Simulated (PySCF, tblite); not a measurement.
# C₃H₇FSi: dynamics, then NMR shifts and electronic excitations on frames, part 2 of 2

tblite 0.8.0 and PySCF 2.14.0. Atoms count from 0. The steps go on from the part before.

### Step 8. Ultraviolet spectrum: 625 fs, PBE0/def2-SVPD

Job settings and geometry (Å):

```
{"job": {"kind": "uv", "xc": "PBE0", "basis": "def2-SVPD", "nstates": 5, "ntriplets": 0}, "charge": 0, "multiplicity": 1}
F     -1.588100     1.921200     0.932100
C     -0.502700     1.025000     1.169200
C     -0.903400    -0.456400     1.092300
C      0.041500    -0.984800     0.009100
Si     0.940300     0.767900    -0.104300
H     -0.091500     1.391100     2.108700
H     -0.701000    -0.811600     2.030200
H     -1.961200    -0.643100     0.955400
H     -0.493400    -1.396500    -0.855900
H      0.704900    -1.749900     0.418900
H      1.290700     1.314000    -1.436000
H      2.116800     0.884600     0.860400
```

With the program's defaults for keys left out, this is: TDDFT PBE0/def2-SVPD, vertical, gas phase, core orbitals frozen in the response.

What it wrote:

```text
coarse grid: 10312 points
cycle   1  E = -507.0941595526  dE =  3.261e-01  |g| = 4.819e-01  |ddm| = 4.430e+00
cycle   2  E = -507.0503423153  dE =  4.382e-02  |g| = 6.971e-01  |ddm| = 1.227e+00
cycle   3  E = -507.1439705081  dE = -9.363e-02  |g| = 5.509e-02  |ddm| = 6.321e-01
cycle   4  E = -507.1443154594  dE = -3.450e-04  |g| = 3.359e-02  |ddm| = 8.914e-02
cycle   5  E = -507.1445798192  dE = -2.644e-04  |g| = 5.108e-03  |ddm| = 4.586e-02
cycle   6  E = -507.1445858035  dE = -5.984e-06  |g| = 1.572e-03  |ddm| = 1.047e-02
final grid: 94760 points
cycle   7  E = -507.2122160577  dE = -2.095e-05  |g| = 8.235e-03  |ddm| = 7.882e-02
cycle   8  E = -507.2121973044  dE =  1.875e-05  |g| = 1.229e-02  |ddm| = 2.263e-02
cycle   9  E = -507.2122327195  dE = -3.542e-05  |g| = 8.673e-04  |ddm| = 1.313e-02
cycle  10  E = -507.2122328524  dE = -1.329e-07  |g| = 2.570e-04  |ddm| = 1.145e-03
cycle  11  E = -507.2122328654  dE = -1.303e-08  |g| = 4.162e-05  |ddm| = 3.870e-04
cycle  12  E = -507.2122328659  dE = -5.342e-10  |g| = 1.424e-05  |ddm| = 1.105e-04
converged SCF energy = -507.2122328659

Static polarisability (au): isotropic 63.300, principal 55.522 62.003 72.374

Singlet excitations
state   eV       nm        f      main configurations
  1   6.0085    206.3   0.03896   H->L 0.91
  2   6.3471    195.3   0.01483   H-1->L 0.94
  3   6.9318    178.9   0.04037   H->L+1 0.91
  4   7.2735    170.5   0.01391   H->L+2 0.85
  5   7.3813    168.0   0.01809   H-1->L+1 0.88
```

It took 12 s on 1 thread of Arm Neoverse V1, shared host; peak memory 0.71 GiB.

Key values: HOMO -7.76 eV, LUMO -0.48 eV; lowest singlet 6.01 eV.

### Step 9. NMR shieldings: 800 fs, PBE0/pcSseg-1

Job settings and geometry (Å):

```
{"job": {"kind": "nmr", "xc": "PBE0", "basis": "pcSseg-1", "pop": false}, "charge": 0, "multiplicity": 1}
F     -1.159000     2.175500     0.664600
C     -0.577900     1.016000     1.028300
C     -1.205700    -0.254000     0.309100
C      0.095700    -0.822700    -0.270500
Si     1.152100     0.739300     0.217400
H     -0.512800     0.945000     2.079200
H     -1.817300    -0.957500     0.860500
H     -1.801900     0.106300    -0.515100
H      0.096100    -1.111100    -1.332600
H      0.301100    -1.753300     0.240900
H      1.284700     1.787600    -0.778300
H      2.301900     0.809100     1.223500
```

With the program's defaults for keys left out, this is: GIAO PBE0/pcSseg-1 NMR shielding, non-relativistic, gas phase.

What it wrote:

```text
coarse grid: 10312 points
cycle   1  E = -507.3337225245  dE =  4.309e-01  |g| = 4.865e-01  |ddm| = 3.020e+00
cycle   2  E = -507.3064671417  dE =  2.726e-02  |g| = 6.355e-01  |ddm| = 8.430e-01
cycle   3  E = -507.3812260036  dE = -7.476e-02  |g| = 3.234e-02  |ddm| = 4.922e-01
cycle   4  E = -507.3813741744  dE = -1.482e-04  |g| = 1.417e-02  |ddm| = 3.060e-02
cycle   5  E = -507.3814113035  dE = -3.713e-05  |g| = 5.953e-03  |ddm| = 1.559e-02
cycle   6  E = -507.3814193568  dE = -8.053e-06  |g| = 1.034e-03  |ddm| = 5.789e-03
final grid: 94760 points
cycle   7  E = -507.4177135918  dE = -2.266e-05  |g| = 8.029e-03  |ddm| = 2.029e-02
cycle   8  E = -507.4176979144  dE =  1.568e-05  |g| = 1.155e-02  |ddm| = 1.544e-02
cycle   9  E = -507.4177290639  dE = -3.115e-05  |g| = 6.199e-04  |ddm| = 9.248e-03
cycle  10  E = -507.4177291159  dE = -5.204e-08  |g| = 2.357e-04  |ddm| = 5.914e-04
cycle  11  E = -507.4177291247  dE = -8.842e-09  |g| = 3.881e-05  |ddm| = 2.032e-04
cycle  12  E = -507.4177291250  dE = -3.133e-10  |g| = 1.218e-05  |ddm| = 4.680e-05
converged SCF energy = -507.4177291250

GIAO shielding tensors (ppm)
atom      isotropic    diamagn.    paramagn.     s11        s22        s33       span
  0 F      393.510     471.275     -77.765    310.964    389.481    480.086    169.122
  1 C      100.506     248.820    -148.313     59.658     85.499    156.362     96.705
  2 C      153.356     250.412     -97.056    131.615    148.446    180.008     48.393
  3 C      178.534     250.573     -72.039    155.002    178.495    202.106     47.104
  4 Si     377.078     878.830    -501.752    336.221    372.736    422.278     86.058
  5 H       26.983      30.894      -3.911     24.567     26.872     29.511      4.944
  6 H       29.125      30.341      -1.216     24.918     27.580     34.876      9.958
  7 H       29.315      31.187      -1.872     26.473     28.106     33.367      6.894
  8 H       29.800      29.935      -0.135     25.837     26.608     36.954     11.116
  9 H       30.214      30.698      -0.484     26.218     28.197     36.226     10.008
 10 H       27.103      28.792      -1.689     24.593     25.626     31.089      6.496
 11 H       26.145      27.363      -1.218     23.547     23.992     30.896      7.349
```

Wall time 7.5 s (1 thread of Arm Neoverse V1, shared host); peak memory 0.62 GiB.

Key values: δ C1 86.4, C2 33.6, C3 8.4, F0 -222.6, H11 5.57, H5 4.73 ppm.

### Step 10. Ultraviolet spectrum: 800 fs, PBE0/def2-SVPD

The job, as its differences from that of step 9:

```diff
@@ -1,2 +1,2 @@
-{"job": {"kind": "nmr", "xc": "PBE0", "basis": "pcSseg-1", "pop": false}, "charge": 0, "multiplicity": 1}
+{"job": {"kind": "uv", "xc": "PBE0", "basis": "def2-SVPD", "nstates": 5, "ntriplets": 0}, "charge": 0, "multiplicity": 1}
 F     -1.159000     2.175500     0.664600
```

With the program's defaults for keys left out, this is: TDDFT PBE0/def2-SVPD, vertical, gas phase, core orbitals frozen in the response.

What it wrote:

```text
coarse grid: 10312 points
cycle   1  E = -507.1057010985  dE =  3.916e-01  |g| = 4.441e-01  |ddm| = 4.491e+00
cycle   2  E = -507.0771346355  dE =  2.857e-02  |g| = 5.946e-01  |ddm| = 1.092e+00
cycle   3  E = -507.1489879250  dE = -7.185e-02  |g| = 3.724e-02  |ddm| = 5.824e-01
cycle   4  E = -507.1491691901  dE = -1.813e-04  |g| = 1.801e-02  |ddm| = 5.712e-02
cycle   5  E = -507.1492346597  dE = -6.547e-05  |g| = 6.058e-03  |ddm| = 2.687e-02
cycle   6  E = -507.1492432998  dE = -8.640e-06  |g| = 1.013e-03  |ddm| = 8.725e-03
final grid: 94760 points
cycle   7  E = -507.2160335457  dE = -2.072e-05  |g| = 7.671e-03  |ddm| = 7.039e-02
cycle   8  E = -507.2160188051  dE =  1.474e-05  |g| = 1.102e-02  |ddm| = 2.024e-02
cycle   9  E = -507.2160479807  dE = -2.918e-05  |g| = 5.872e-04  |ddm| = 1.205e-02
cycle  10  E = -507.2160480397  dE = -5.892e-08  |g| = 2.180e-04  |ddm| = 9.840e-04
cycle  11  E = -507.2160480487  dE = -9.070e-09  |g| = 3.286e-05  |ddm| = 3.070e-04
cycle  12  E = -507.2160480490  dE = -2.960e-10  |g| = 1.090e-05  |ddm| = 8.816e-05
converged SCF energy = -507.2160480490

Static polarisability (au): isotropic 62.864, principal 54.987 60.827 72.778

Singlet excitations
state   eV       nm        f      main configurations
  1   5.9361    208.9   0.04349   H->L 0.95
  2   6.7531    183.6   0.01240   H-1->L 0.62, H->L+1 0.32
  3   6.8243    181.7   0.04274   H->L+1 0.60, H-1->L 0.28, H->L+2 0.10
  4   6.9840    177.5   0.03207   H->L+2 0.79
  5   7.5102    165.1   0.06428   H->L+3 0.88
```

It took 11 s on 1 thread of Arm Neoverse V1, shared host; peak memory 0.71 GiB.

This run: HOMO -7.41 eV, LUMO -0.32 eV; lowest singlet 5.94 eV.

### Step 11. Nuclear shieldings: 1000 fs, PBE0/pcSseg-1

Job settings and geometry (Å):

```
{"job": {"kind": "nmr", "xc": "PBE0", "basis": "pcSseg-1", "pop": false}, "charge": 0, "multiplicity": 1}
F     -1.444300     1.757700     1.233600
C     -0.655000     0.562800     1.179200
C     -1.066900    -0.315600    -0.056300
C      0.360400    -0.961100    -0.156700
Si     1.233300     0.418400     0.866100
H     -0.812000     0.074000     2.184300
H     -1.946800    -0.971600     0.166600
H     -1.365300     0.353500    -0.884000
H      0.673300    -1.039200    -1.236400
H      0.402500    -1.926500     0.359600
H      1.972000     1.460000     0.147800
H      1.989700     0.196500     2.078800
```

With the program's defaults for keys left out, this is: GIAO PBE0/pcSseg-1 NMR shielding, non-relativistic, gas phase.

What it wrote:

```text
coarse grid: 10312 points
cycle   1  E = -507.3331598122  dE =  2.609e-01  |g| = 5.058e-01  |ddm| = 2.949e+00
cycle   2  E = -507.2943185353  dE =  3.884e-02  |g| = 7.292e-01  |ddm| = 8.636e-01
cycle   3  E = -507.3818952418  dE = -8.758e-02  |g| = 4.941e-02  |ddm| = 5.079e-01
cycle   4  E = -507.3821242578  dE = -2.290e-04  |g| = 3.498e-02  |ddm| = 5.876e-02
cycle   5  E = -507.3824149059  dE = -2.906e-04  |g| = 4.033e-03  |ddm| = 3.167e-02
cycle   6  E = -507.3824187779  dE = -3.872e-06  |g| = 1.061e-03  |ddm| = 4.647e-03
final grid: 94760 points
cycle   7  E = -507.4201001837  dE = -2.048e-05  |g| = 7.158e-03  |ddm| = 1.818e-02
cycle   8  E = -507.4200853043  dE =  1.488e-05  |g| = 1.093e-02  |ddm| = 1.414e-02
cycle   9  E = -507.4201127922  dE = -2.749e-05  |g| = 7.511e-04  |ddm| = 8.225e-03
cycle  10  E = -507.4201128683  dE = -7.611e-08  |g| = 2.963e-04  |ddm| = 6.539e-04
cycle  11  E = -507.4201128833  dE = -1.494e-08  |g| = 3.206e-05  |ddm| = 2.155e-04
cycle  12  E = -507.4201128835  dE = -2.163e-10  |g| = 1.117e-05  |ddm| = 3.873e-05
converged SCF energy = -507.4201128835

GIAO shielding tensors (ppm)
atom      isotropic    diamagn.    paramagn.     s11        s22        s33       span
  0 F      354.642     472.489    -117.847    252.659    366.705    444.561    191.901
  1 C       86.280     247.577    -161.297     35.876     70.767    152.196    116.321
  2 C      146.311     249.300    -102.989    129.311    137.800    171.822     42.511
  3 C      180.717     251.553     -70.836    163.449    177.350    201.353     37.904
  4 Si     377.999     879.162    -501.164    330.608    367.127    436.260    105.652
  5 H       25.389      28.729      -3.341     22.806     25.670     27.690      4.884
  6 H       28.108      29.128      -1.021     25.056     25.616     33.651      8.596
  7 H       28.723      30.430      -1.707     26.411     27.087     32.670      6.259
  8 H       29.000      28.836       0.164     24.784     26.077     36.139     11.355
  9 H       29.974      29.670       0.305     26.326     27.227     36.370     10.045
 10 H       26.936      28.578      -1.641     24.421     25.086     31.302      6.882
 11 H       27.295      29.012      -1.716     24.390     24.986     32.511      8.121
```

Wall time 7.6 s (1 thread of Arm Neoverse V1, shared host); peak memory 0.62 GiB.

In short: δ C1 100.6, C2 40.6, C3 6.2, F0 -183.7, H5 6.33, H10 4.78 ppm.

### Step 12. Excited states and response: 1000 fs, PBE0/def2-SVPD

The job, as its differences from that of step 11:

```diff
@@ -1,2 +1,2 @@
-{"job": {"kind": "nmr", "xc": "PBE0", "basis": "pcSseg-1", "pop": false}, "charge": 0, "multiplicity": 1}
+{"job": {"kind": "uv", "xc": "PBE0", "basis": "def2-SVPD", "nstates": 5, "ntriplets": 0}, "charge": 0, "multiplicity": 1}
 F     -1.444300     1.757700     1.233600
```

With the program's defaults for keys left out, this is: TDDFT PBE0/def2-SVPD, vertical, gas phase, core orbitals frozen in the response.

What it wrote:

```text
coarse grid: 10312 points
cycle   1  E = -507.1064168307  dE =  2.219e-01  |g| = 4.597e-01  |ddm| = 4.039e+00
cycle   2  E = -507.0656413672  dE =  4.078e-02  |g| = 6.842e-01  |ddm| = 1.047e+00
cycle   3  E = -507.1502011453  dE = -8.456e-02  |g| = 5.327e-02  |ddm| = 5.573e-01
cycle   4  E = -507.1505007324  dE = -2.996e-04  |g| = 3.443e-02  |ddm| = 8.257e-02
cycle   5  E = -507.1507930638  dE = -2.923e-04  |g| = 4.124e-03  |ddm| = 4.219e-02
cycle   6  E = -507.1507974460  dE = -4.382e-06  |g| = 9.120e-04  |ddm| = 7.046e-03
final grid: 94760 points
cycle   7  E = -507.2192293185  dE = -1.716e-05  |g| = 7.341e-03  |ddm| = 6.967e-02
cycle   8  E = -507.2192128595  dE =  1.646e-05  |g| = 1.130e-02  |ddm| = 1.818e-02
cycle   9  E = -507.2192425920  dE = -2.973e-05  |g| = 7.696e-04  |ddm| = 1.083e-02
cycle  10  E = -507.2192426897  dE = -9.777e-08  |g| = 2.616e-04  |ddm| = 9.850e-04
cycle  11  E = -507.2192427036  dE = -1.384e-08  |g| = 2.950e-05  |ddm| = 3.360e-04
cycle  12  E = -507.2192427038  dE = -2.470e-10  |g| = 9.481e-06  |ddm| = 8.866e-05
converged SCF energy = -507.2192427038

Static polarisability (au): isotropic 63.692, principal 55.749 62.484 72.844

Singlet excitations
state   eV       nm        f      main configurations
  1   6.3730    194.5   0.04977   H->L 0.91
  2   6.9698    177.9   0.02017   H-1->L 0.91
  3   7.0341    176.3   0.03097   H->L+1 0.83
  4   7.1844    172.6   0.03291   H->L+2 0.84
  5   7.6548    162.0   0.01368   H-2->L 0.75, H-1->L+2 0.10, H-1->L+1 0.09
```

It took 12 s on 1 thread of Arm Neoverse V1, shared host; peak memory 0.71 GiB.

Key values: HOMO -7.79 eV, LUMO -0.26 eV; lowest singlet 6.37 eV.

### Step 13. Side by side: NMR shifts

Shifts (ppm) of some atoms, chosen among heavy atoms and hydrogens apart, with basis size and wall time:

```
  frame     C1    C2    C3    H5    H6      F0    Si4  functions   time
 250 fs   96.6  35.9  14.0  5.85  4.03  -215.7  -31.3        127  8.3 s
 425 fs   79.6  31.6  -1.3  4.82  2.64  -230.9  -29.8        127  7.8 s
 625 fs  107.8  27.7  11.6  5.89  1.50  -211.8  -22.1        127  7.7 s
 800 fs   86.4  33.6   8.4  4.73  2.59  -222.6  -27.9        127  7.5 s
1000 fs  100.6  40.6   6.2  6.33  3.61  -183.7  -28.8        127  7.6 s
```

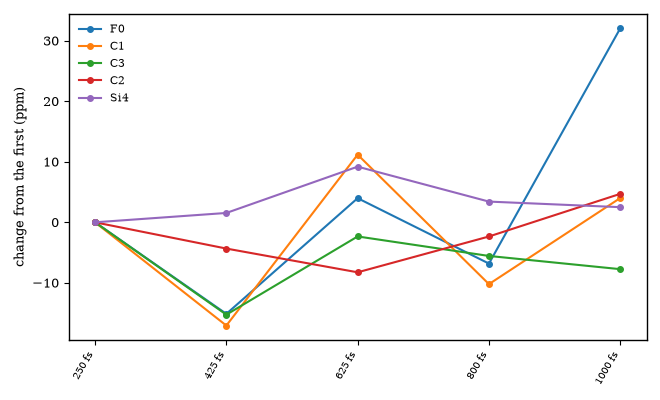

How five of the tabulated atoms move from run to run.

### Step 14. Side by side: electronic excitations

Excitations and ground-state properties, with basis size and wall time:

```
  frame  lowest singlet (eV)  brightest (eV)      f  gap (eV)  α (Å³)  μ (D)  functions  time
 250 fs                 5.66            6.80  0.056      6.99    9.49   2.56        163  12 s
 425 fs                 6.52            6.99  0.066      7.84    9.07   1.93        163  12 s
 625 fs                 6.01            6.93  0.040      7.28    9.38   1.89        163  12 s
 800 fs                 5.94            7.51  0.064      7.09    9.32   2.03        163  11 s
1000 fs                 6.37            6.37  0.050      7.53    9.44   2.41        163  12 s
```

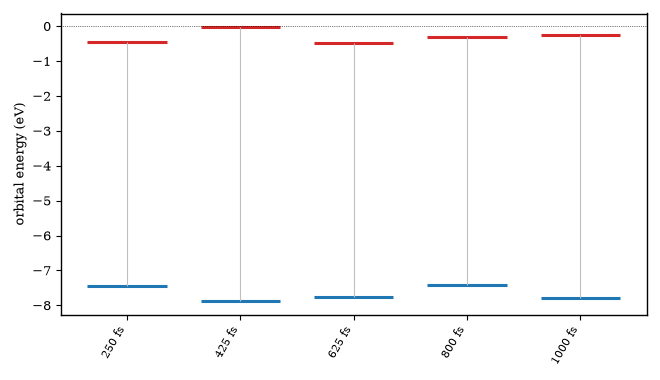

HOMO (blue) and LUMO (red) run by run.

### Step 15. What came out

The summary covers parts 1 to 2.

```
                                        quantity                                         value
                                      thermostat                                         300 K
                   mean temperature, second half                                         292 K
         mean potential energy above the minimum                                       0.36 eV
  13C shifts against TMS (PBE0/pcSseg-1, 250 fs)                          96.6, 35.9, 14.0 ppm
   1H shifts against TMS (PBE0/pcSseg-1, 250 fs)  6.03, 5.85, 5.24, 4.03, 3.53, 2.48, 1.49 ppm
19F shifts against CFCl3 (PBE0/pcSseg-1, 250 fs)                                    -215.7 ppm
 29Si shifts against TMS (PBE0/pcSseg-1, 250 fs)                                     -31.3 ppm
         lowest singlet (PBE0/def2-SVPD, 250 fs)                   5.66 eV (219 nm), f = 0.018
        brightest single state of those computed                   state 4, 6.80 eV, f = 0.056
                        range of the shift of F0                          -230.9 to -183.7 ppm
                     range of the lowest singlet                               5.66 to 6.52 eV
```

**Reading.** In the second half the potential energy averages 0.36 eV above the minimum; equipartition over 30 harmonic modes at 300 K would give 0.39 eV. With 12 atoms the temperature swings widely (173 to 461 K). Shifts at one fixed geometry are not the observed spectrum, which averages over the motion. In the first frame run (250 fs): The widest tensor belongs to F0: span 164 ppm, with a paramagnetic part of -85 ppm. The lowest singlet, at 5.66 eV, is HOMO→LUMO 0.94 and is weak; of the 5 states computed, the strongest absorption comes from state 4 at 6.80 eV. Across the 5 runs the shift of F0 moves most, between -230.9 (425 fs) and -183.7 ppm (1000 fs). The lowest singlet runs from 5.66 eV (250 fs) to 6.52 eV (425 fs), while the orbital gap spans 6.99 to 7.84 eV. The lowest state need not be the same one in every run.
